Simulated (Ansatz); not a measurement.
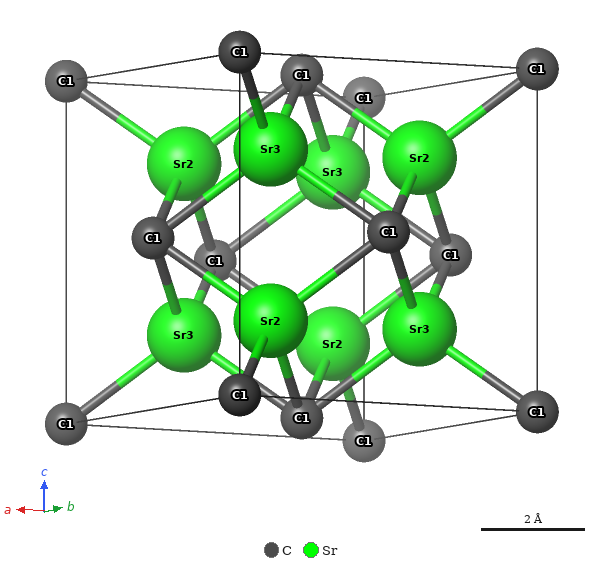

The starting point is crystalline Sr2C (built on the antifluorite type) at its r2SCAN-relaxed geometry. The picture is a ball-and-stick view of the conventional cell (4 times the calculation's cell), seen from a free direction. Lengths and directions refer to the drawn axes.

Level of theory: Ansatz 0.2.0, DFT, PBE, plane waves, PAW. Settings: plane-wave cutoff 420 eV; k-point mesh 6 × 6 × 6; occupations fermi dirac; smearing width 0.02 eV; no spin polarisation.

Change: The cell is strained by −0.3 % along c and +3.0 % across it (volume +5.8 %). The atoms and the free axis were relaxed with r2SCAN under that strain, and this is a single point on that geometry.

The input:
```yaml
crystal:
  lattice:
    - [0.0, 3.4609467165, 3.3505789272]
    - [3.4609467165, 0.0, 3.3505789272]
    - [3.4609467165, 3.4609467165, 0.0]
  atoms:
    - { symbol: C, position: [0.0, 0.0, 0.0] }
    - { symbol: Sr, position: [0.25, 0.25, 0.25] }
    - { symbol: Sr, position: [0.75, 0.75, 0.75] }
kpoints:
  mp_grid: { grid: [6, 6, 6] }
  band_path:
    path:
      - [0.0, 0.0, 0.0]
      - [0.5, 0.0, 0.5]
      - [0.625, 0.25, 0.625]
      - [0.375, 0.375, 0.75]
      - [0.5, 0.5, 0.5]
      - [0.5, 0.25, 0.75]
      - [-0.003418, 0.448568, 0.44515]
    npoints: 1
hamiltonian:
  xc: pbe
scf:
  occupations: { method: fermi_dirac, width: 0.02 }
  n_extra_bands: 4
output:
  forces: true
  stress: true
  eigenvalues: true
  write_density: true
  write_potential: true
  elf: true
  volumetric_format: npy
```

Run as
```bash
ansatz run input.yaml --threads 2 --pin off --max-ram 2211MiB --backend cpu --events-out ev --progress --plain --runs-dir out
```

What is the effect?

Near-neighbour distances before and after: C–Sr 2.910 → 2.966 Å. The space group (tolerance 0.01 Å) goes from Fm-3m (No. 225) to I4/mmm (No. 139). Energy change: +9.6 meV per atom. Pressure: 0.3 GPa before, −1.4 GPa after. The principal stresses (compression positive) are 0.3 GPa along c and −2.3 GPa across it. All forces vanish by symmetry.

Drawn alike, the variant:

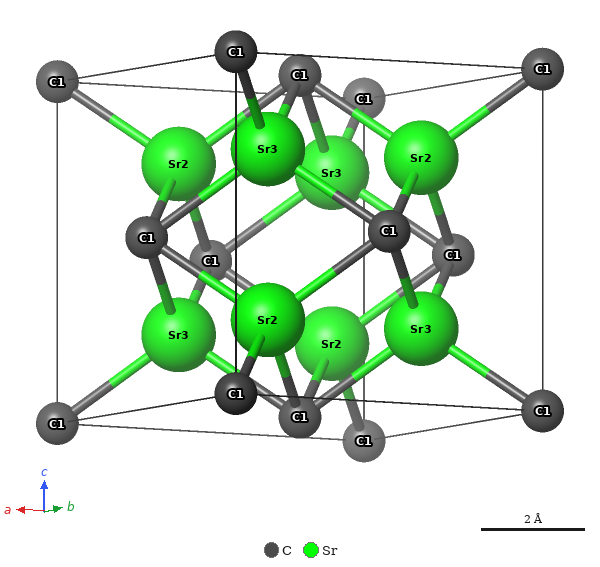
